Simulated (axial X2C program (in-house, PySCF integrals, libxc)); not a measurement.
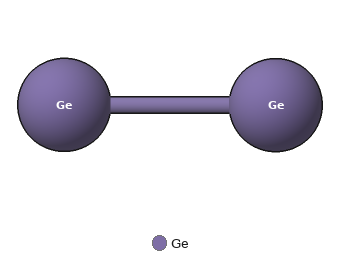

*The molecule at the reference distance of 2.378 Å.*

# Ge₂: relativistic diatomic calculation

System: Ge₂. The reference is closed-shell Ge₂; the roots are vertical excitation energies. The distance is the PBE0 minimum at charge 0.
Method: EOM-EE-CCSD, two-component X2C with atomic mean-field Coulomb and Gaunt terms, Ge dyall-acv3z (cores contracted) (axial X2C program (in-house, PySCF integrals, libxc)).

## The program's output
```
two-component X2C + atomic mean field  HF
basis functions 248  fitting functions 1374  grid points 5804
iter        total energy     max residual
   1      -4188.285710613     5.13e+00
   2      -4192.885512264     5.53e-02
   3      -4192.907175863     3.00e-02
   4      -4192.915417099     2.23e-03
   5      -4192.915530458     6.95e-04
   6      -4192.915541323     1.90e-04
   7      -4192.915542578     7.14e-05
   8      -4192.915542805     5.62e-05
   9      -4192.915542937     3.92e-05
  10      -4192.915543028     1.67e-05
  11      -4192.915543046     2.12e-06
  12      -4192.915543047     3.36e-07
converged
one-electron -6297.91616745  Coulomb 2035.68081843  exact exchange -157.10854054  xc functional 0.00000000  nuclear repulsion 227.87109503  atomic mean-field constant -1.44274852
correlated 8  virtual 336  natural virtual 88  E(MP2) -0.164060846  MP2 remainder -0.020075713
iter   CCSD correlation   residual
   1     -0.164611176   1.56e-01
   2     -0.174669517   7.87e-02
   3     -0.175990862   3.81e-02
   4     -0.176635368   2.46e-02
   5     -0.176811393   1.45e-02
   6     -0.176825103   6.20e-03
   7     -0.176879617   2.72e-03
   8     -0.176874186   1.49e-03
   9     -0.176871461   8.52e-04
  10     -0.176875191   3.93e-04
  11     -0.176877850   1.63e-04
  12     -0.176879656   5.84e-05
  13     -0.176880046   2.74e-05
  14     -0.176880332   1.64e-05
  15     -0.176880437   1.03e-05
  16     -0.176880556   6.54e-06
  17     -0.176880594   3.51e-06
  18     -0.176880608   2.00e-06
(T) -0.010166337554079892  T1 0.0204  D1 0.0293  max T2 0.190
EOM-EE-CCSD roots
2*Omega      energy/Eh   energy/eV  one-particle weight
    0       0.06684219      1.8189      0.870
    0       0.06688181      1.8199      0.868
    0       0.07281489      1.9814      0.947
    0       0.07970299      2.1688      0.002
    0       0.07984531      2.1727      0.002
    2      -0.00661673     -0.1801      0.947
    2       0.00811352      0.2208      0.916
    2       0.07008864      1.9072      0.866
    2       0.07262880      1.9763      0.962
    4      -0.00117286     -0.0319      0.934
    4       0.00974262      0.2651      0.937
    4       0.08032218      2.1857      0.816
    6       0.15213471      4.1398      0.000
```

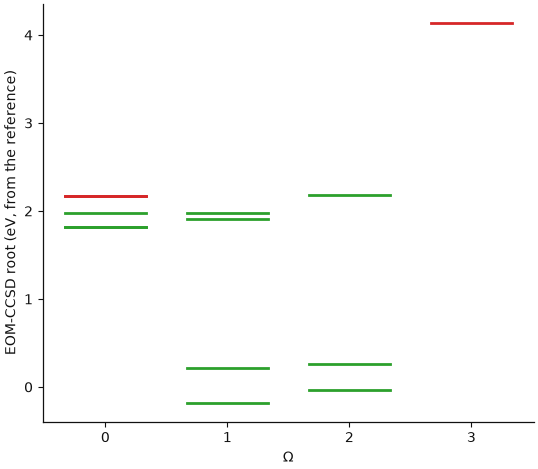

*EOM-CCSD roots by Ω at 2.38 Å; roots whose one-particle weight is under 0.8 have the second colour.*

The lowest has Ω = 1 and lies at −0.180 eV, with one-particle weight 0.95. 3 of the 13 roots are less well described at this level.

## The input
```
{"zs": [32, 32], "q": 0, "bas": ["dyall-acv3z", "dyall-acv3z"], "r0": 2.42, "eom": "ee", "thr": -1.0, "nmax": 88}
```

The line is the task of a batch: nuclear charges, charge, bases, a first guess of the distance and further settings. This report covers the levels named above. The log is that of the reference distance 2.378 Å.

The run was one of a batch that the task file lists, launched with:
```bash
python <driver script> task.json out
```

## Summary

- outcome: converged
- HF energy of the reference Ge₂: −4192.91554 hartree
- MP2 energy of the reference Ge₂: −4193.07960 hartree
- CCSD energy of the reference Ge₂ (with the MP2 share of the virtual spinors left out of the coupled-cluster step): −4193.11250 hartree
- CCSD(T) energy of the reference Ge₂: −4193.12267 hartree
- T1 diagnostic (spinor form; for a closed shell √2 times the usual value): 0.020
- hardware: 1 thread of Arm Neoverse N1, 90 GiB of memory available, shared host
- wall time: 36 s
- peak memory: 0.59 GiB
